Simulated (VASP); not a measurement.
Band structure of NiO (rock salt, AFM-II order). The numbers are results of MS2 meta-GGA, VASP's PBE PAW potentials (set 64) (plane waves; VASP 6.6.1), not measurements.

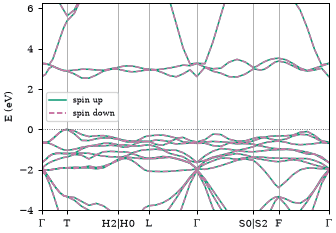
Bands along high-symmetry lines, zero at the valence-band maximum or, without a gap, the Fermi level

Problem. Read the plot: is there a gap, and where are the band edges?

Solution. The gap is indirect, 2.26 eV, from the valence maximum at T to the conduction minimum at (0.50, 0.30, 0.30).

The compound is NiO in the rock salt, AFM-II order structure. It was relaxed first.
